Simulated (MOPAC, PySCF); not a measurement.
Dissociation curve of BeH (cation, charge +1), singlet.

Levels: UMP2/6-31G* = unrestricted MP2 (frozen core)/6-31G*, spherical d run with PySCF; PM6, restricted, heats of formation (MOPAC); UKS-B3LYP/6-31G* = unrestricted B3LYP/6-31G*, spherical d in PySCF; RKS-B3LYP/6-311+G** = PySCF 2.14.0 with restricted B3LYP/6-311+G**, spherical d.

Energies are in kJ/mol, each relative to the lowest point of its own curve near equilibrium.

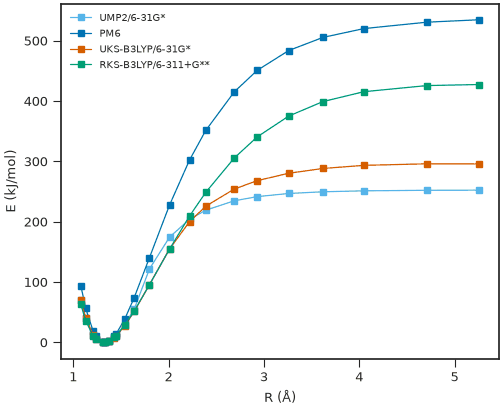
Energy against bond length for each method.

```json
[
 {"R / Å": "1.08", "UMP2/6-31G*": "70.4", "PM6": "94.2", "UKS-B3LYP/6-31G*": "69.6", "RKS-B3LYP/6-311+G**": "63.0"},
 {"R / Å": "1.13", "UMP2/6-31G*": "40.9", "PM6": "56.8", "UKS-B3LYP/6-31G*": "40.6", "RKS-B3LYP/6-311+G**": "36.1"},
 {"R / Å": "1.21", "UMP2/6-31G*": "12.2", "PM6": "18.5", "UKS-B3LYP/6-31G*": "12.4", "RKS-B3LYP/6-311+G**": "10.4"},
 {"R / Å": "1.24", "UMP2/6-31G*": "6.2", "PM6": "10.0", "UKS-B3LYP/6-31G*": "6.5", "RKS-B3LYP/6-311+G**": "5.1"},
 {"R / Å": "1.31", "UMP2/6-31G*": "0.0", "PM6": "0.4", "UKS-B3LYP/6-31G*": "0.2", "RKS-B3LYP/6-311+G**": "0.0"},
 {"R / Å": "1.33", "UMP2/6-31G*": "0.0", "PM6": "0.0", "UKS-B3LYP/6-31G*": "0.0", "RKS-B3LYP/6-311+G**": "0.1"},
 {"R / Å": "1.38", "UMP2/6-31G*": "2.6", "PM6": "2.7", "UKS-B3LYP/6-31G*": "2.2", "RKS-B3LYP/6-311+G**": "2.8"},
 {"R / Å": "1.43", "UMP2/6-31G*": "8.5", "PM6": "10.1", "UKS-B3LYP/6-31G*": "7.6", "RKS-B3LYP/6-311+G**": "8.4"},
 {"R / Å": "1.45", "UMP2/6-31G*": "11.6", "PM6": "14.1", "UKS-B3LYP/6-31G*": "10.4", "RKS-B3LYP/6-311+G**": "11.4"},
 {"R / Å": "1.54", "UMP2/6-31G*": "29.7", "PM6": "38.7", "UKS-B3LYP/6-31G*": "27.3", "RKS-B3LYP/6-311+G**": "28.3"},
 {"R / Å": "1.64", "UMP2/6-31G*": "55.4", "PM6": "74.5", "UKS-B3LYP/6-31G*": "51.5", "RKS-B3LYP/6-311+G**": "52.1"},
 {"R / Å": "1.80", "UMP2/6-31G*": "121.9", "PM6": "140.7", "UKS-B3LYP/6-31G*": "95.8", "RKS-B3LYP/6-311+G**": "95.7"},
 {"R / Å": "2.01", "UMP2/6-31G*": "174.4", "PM6": "227.6", "UKS-B3LYP/6-31G*": "154.8", "RKS-B3LYP/6-311+G**": "154.7"},
 {"R / Å": "2.22", "UMP2/6-31G*": "204.2", "PM6": "302.4", "UKS-B3LYP/6-31G*": "200.1", "RKS-B3LYP/6-311+G**": "209.4"},
 {"R / Å": "2.39", "UMP2/6-31G*": "219.2", "PM6": "351.3", "UKS-B3LYP/6-31G*": "225.8", "RKS-B3LYP/6-311+G**": "248.8"},
 {"R / Å": "2.69", "UMP2/6-31G*": "234.8", "PM6": "415.5", "UKS-B3LYP/6-31G*": "254.3", "RKS-B3LYP/6-311+G**": "305.9"},
 {"R / Å": "2.93", "UMP2/6-31G*": "241.7", "PM6": "451.0", "UKS-B3LYP/6-31G*": "268.2", "RKS-B3LYP/6-311+G**": "340.7"},
 {"R / Å": "3.26", "UMP2/6-31G*": "246.9", "PM6": "483.8", "UKS-B3LYP/6-31G*": "280.4", "RKS-B3LYP/6-311+G**": "375.1"},
 {"R / Å": "3.62", "UMP2/6-31G*": "249.7", "PM6": "505.6", "UKS-B3LYP/6-31G*": "288.4", "RKS-B3LYP/6-311+G**": "399.3"},
 {"R / Å": "4.05", "UMP2/6-31G*": "251.3", "PM6": "520.2", "UKS-B3LYP/6-31G*": "293.5", "RKS-B3LYP/6-311+G**": "415.6"},
 {"R / Å": "4.71", "UMP2/6-31G*": "252.2", "PM6": "530.8", "UKS-B3LYP/6-31G*": "296.1", "RKS-B3LYP/6-311+G**": "425.7"},
 {"R / Å": "5.26", "UMP2/6-31G*": "252.4", "PM6": "534.8", "UKS-B3LYP/6-31G*": "295.8", "RKS-B3LYP/6-311+G**": "427.5"}
]
```

At the longest distance, 5.26 Å, PM6 lies highest above its minimum (534.8 kJ/mol) and UMP2/6-31G* lowest (252.4 kJ/mol).

The unrestricted determinant behind UMP2/6-31G* is spin-contaminated at 1.80 to 5.26 Å (<S²> up to 1.0, against 0.00 for a pure singlet). The restricted form behind PM6, RKS-B3LYP/6-311+G** keeps the bonding electrons paired and can't separate into open-shell fragments. The unrestricted determinant behind UKS-B3LYP/6-31G* is spin-contaminated at 2.01 to 5.26 Å (<S²> up to 0.9, against 0.00 for a pure singlet).
